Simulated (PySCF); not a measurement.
**[Eu(NH3)3]3+: other functionals and bases at one geometry**

Aim: see how levels, charges and forces of [Eu(NH3)3]3+ depend on the level of theory. The species was built from a template and needn't be a known compound.

Computed with PySCF 2.14.0. Level: several levels, as the steps say, no spin–orbit coupling.

### Step 1. The starting structure

13 atoms, charge 3, spin multiplicity 1.

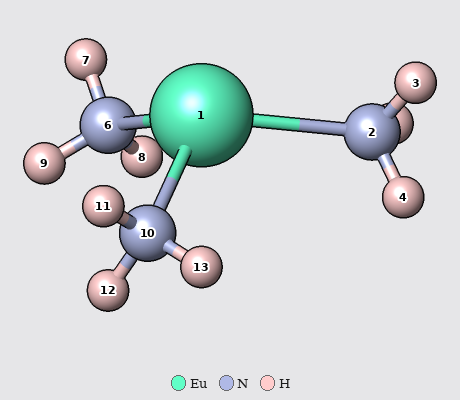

The geometry (europium green, nitrogen light blue, hydrogen pink); atoms are numbered from 1 in the order of the file.

As a file:

```xyz
13
EuH9N3
Eu    0.0000    0.0000    0.7560
N     2.3349   -0.0004    0.0096
H     3.0306   -0.2796    0.7422
H     2.5715   -0.6404   -0.7847
H     2.7072    0.9216   -0.3183
N    -1.1671    2.0222    0.0096
H    -1.2732    2.7644    0.7422
H    -0.7312    2.5471   -0.7847
H    -2.1517    1.8837   -0.3183
N    -1.1678   -2.0219    0.0096
H    -1.7574   -2.4848    0.7422
H    -1.8403   -1.9068   -0.7847
H    -0.5555   -2.8053   -0.3183
```

Formal oxidation states: Eu +3. Each metal's 6 4f electrons lie in its core potential, so multiplicities, spins and levels count the valence alone. An earlier session relaxed this geometry at BP86, Eu lcecp-1-SVP with ECP52, N def2-SVP, H def2-SVP (singlet, point group C3).

At BP86 on the finer grid: E = -203.902870 Eh, HOMO -22.93 eV, LUMO -17.18 eV, Mulliken charge on Eu1 +1.73 e, largest force component 0.007 eV/Å. 

Levels to run: PBE0; wB97X; TPSS; HF; BP86, TZVP. Hardware: 2 threads of Intel Xeon Platinum 8488C (Sapphire Rapids), shared host.

### Step 2. PBE0

Contents of run.py (the lines that set the calculation):

```python
mol = gto.M(atom='''
Eu     0.00000     0.00000     0.75601
N      2.33486    -0.00037     0.00961
H      3.03064    -0.27955     0.74221
H      2.57145    -0.64036    -0.78470
H      2.70721     0.92162    -0.31828
N     -1.16711     2.02223     0.00961
H     -1.27322     2.76439     0.74221
H     -0.73116     2.54712    -0.78470
H     -2.15175     1.88370    -0.31828
N     -1.16775    -2.02186     0.00961
H     -1.75742    -2.48483     0.74221
H     -1.84029    -1.90676    -0.78470
H     -0.55546    -2.80532    -0.31828''',
    basis={'Eu': 'lcecp-1-SVP', 'N': 'def2-SVP', 'H': 'def2-SVP'},
    ecp={'Eu': 'lcecp-1-SVP'},
    charge=3, spin=0)
mf = dft.RKS(mol, xc='PBE0')
mf.grids.atom_grid = (75, 302)  # f atoms: unpruned, at least (60, 302)
mf = mf.density_fit()  # fitting sets: Eu AutoAux, N def2-universal-JKFIT, H def2-universal-JKFIT
mf.conv_tol = 1e-08; mf.max_cycle = 55
mf.kernel(dm0)  # dm0: the density of the relaxed state
```

Started as:

```
$ OMP_NUM_THREADS=2 python run.py
```

### Step 3. wB97X

Edit run.py (the lines that set the calculation) of step 2 so:

```diff
@@ -17,3 +17,3 @@
     charge=3, spin=0)
-mf = dft.RKS(mol, xc='PBE0')
+mf = dft.RKS(mol, xc='WB97X')
 mf.grids.atom_grid = (75, 302)  # f atoms: unpruned, at least (60, 302)
```

### Step 4. TPSS

Edit run.py (the lines that set the calculation) of step 3 so:

```diff
@@ -17,3 +17,3 @@
     charge=3, spin=0)
-mf = dft.RKS(mol, xc='WB97X')
+mf = dft.RKS(mol, xc='TPSS')
 mf.grids.atom_grid = (75, 302)  # f atoms: unpruned, at least (60, 302)
```

### Step 5. HF

Edit run.py (the lines that set the calculation) of step 4 so:

```diff
@@ -17,4 +17,3 @@
     charge=3, spin=0)
-mf = dft.RKS(mol, xc='TPSS')
-mf.grids.atom_grid = (75, 302)  # f atoms: unpruned, at least (60, 302)
+mf = scf.RHF(mol)
 mf = mf.density_fit()  # fitting sets: Eu AutoAux, N def2-universal-JKFIT, H def2-universal-JKFIT
```

### Step 6. BP86, TZVP

Basis: Eu lcecp-1-TZVP with ECP52, N def2-TZVP, H def2-TZVP. 

Edit run.py (the lines that set the calculation) of step 5 so:

```diff
@@ -14,8 +14,9 @@
 H     -0.55546    -2.80532    -0.31828''',
-    basis={'Eu': 'lcecp-1-SVP', 'N': 'def2-SVP', 'H': 'def2-SVP'},
-    ecp={'Eu': 'lcecp-1-SVP'},
+    basis={'Eu': 'lcecp-1-TZVP', 'N': 'def2-TZVP', 'H': 'def2-TZVP'},
+    ecp={'Eu': 'lcecp-1-TZVP'},
     charge=3, spin=0)
-mf = scf.RHF(mol)
+mf = dft.RKS(mol, xc='B88,P86')
+mf.grids.atom_grid = (75, 302)  # f atoms: unpruned, at least (60, 302)
 mf = mf.density_fit()  # fitting sets: Eu AutoAux, N def2-universal-JKFIT, H def2-universal-JKFIT
 mf.conv_tol = 1e-08; mf.max_cycle = 55
-mf.kernel(dm0)  # dm0: the density of the relaxed state
+mf.kernel(dm0)  # dm0: free metal ions and neutral atoms
```

**Question.** What will these runs give? Wanted: for each run, HOMO; gap; charge on Eu1; dipole; largest force.

**Answer**, as computed:

| level | state | HOMO (eV) | gap (eV) | charge on Eu1 (e) | dipole (D) | largest force (eV/Å) | basis functions | time |
| --- | --- | --- | --- | --- | --- | --- | --- | --- |
| BP86 (relaxed here) | singlet | -22.93 | 5.75 | 1.73 | 2.61 | 0.01 | 120 | 25 s |
| PBE0 | singlet | -24.36 | 8.03 | 1.85 | 2.42 | 0.39 | 120 | 8.1 s |
| wB97X | singlet | -26.83 | 12.82 | 1.89 | 2.24 | 0.49 | 120 | 10 s |
| TPSS | singlet | -22.94 | 5.92 | 1.79 | 2.51 | 0.24 | 120 | 14 s |
| HF | singlet | -28.09 | 15.01 | 2.15 | 1.95 | 1.46 | 120 | 3.4 s |
| BP86, TZVP | singlet | -22.86 | 5.76 | 2.04 | 2.59 | 0.40 | 194 | 34 s |

Times are on 2 threads of Intel Xeon Platinum 8488C (Sapphire Rapids), shared host; the first row also made further properties. The dipole of a charged species depends on the origin, so these sizes hold for this origin alone.

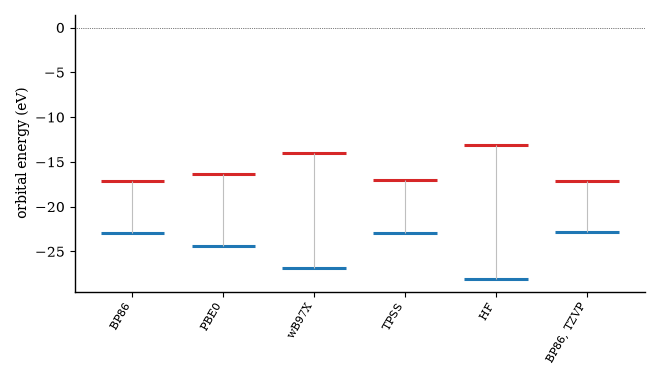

Highest filled and lowest empty level, method by method.

In one basis the HOMO–LUMO gap runs from 5.75 eV (BP86) to 15.01 eV (HF); the widest gap comes with exact exchange. The largest leftover force, 1.46 eV/Å with HF, stands at a geometry relaxed at another level. The Mulliken charge on Eu spans +1.73 to +2.15 e over the levels. With 4f in the core, its levels are missing from HOMO and gap. Total energies of different levels can't be compared. Spin–orbit coupling is left out throughout.
